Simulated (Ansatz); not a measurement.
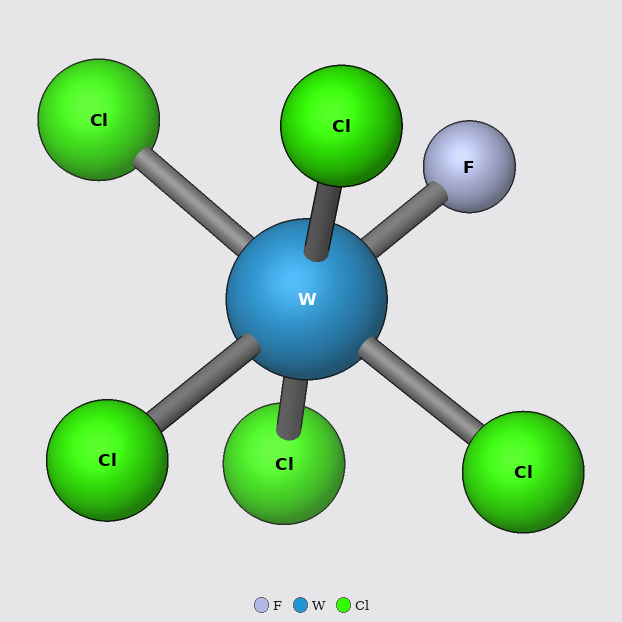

A molecule with one transition-metal atom. The species is neutral and a spin singlet. The geometry was computed by an optimisation with PBE-D4/def2-SVP. No frequency run is at hand to confirm it as a minimum.

Question: What is the coordination number of the metal, and which atoms bind to it?

Answer: W binds 6 atoms: 1 F at 1.88 Å, 5 Cl at 2.30 Å. The arrangement is octahedral.

Question: Give the formal oxidation state and the d-electron count.

Answer: W(VI), d⁰, counting the ligands as closed-shell ions or neutral donors.
